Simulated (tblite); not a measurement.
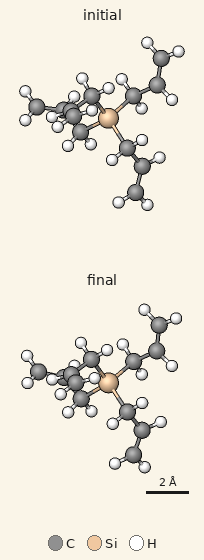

The structure of C$_{12}$H$_{20}$Si before (top) and after (bottom) a relaxation, at one scale.

The picture is a ball-and-stick view, seen face on.

Computed with GFN2-xTB geometry optimisation, gas phase (tblite). 

Summarise the run.

The energy falls by 0.160 eV in 78 geometry steps. The largest move after the best rigid fit is that of an H atom, 0.29 Å. Largest moves by element: H 0.29 Å, C 0.19 Å, Si 0.02 Å. Near-neighbour distances that change, for instance: C–C 1.508 → 1.488 Å, C–H 1.096 → 1.077 Å, C–C 1.339 → 1.321 Å, C–Si 1.904 → 1.922 Å. Among the angles between lasting bonds that change: Si–C–C 114.6° → 111.8°, Si–C–H 107.2° → 109.6°, C–C–H 117.7° → 120.1°. The run took 1.3 s on 1 thread of Arm Neoverse V1, with other jobs on the host.
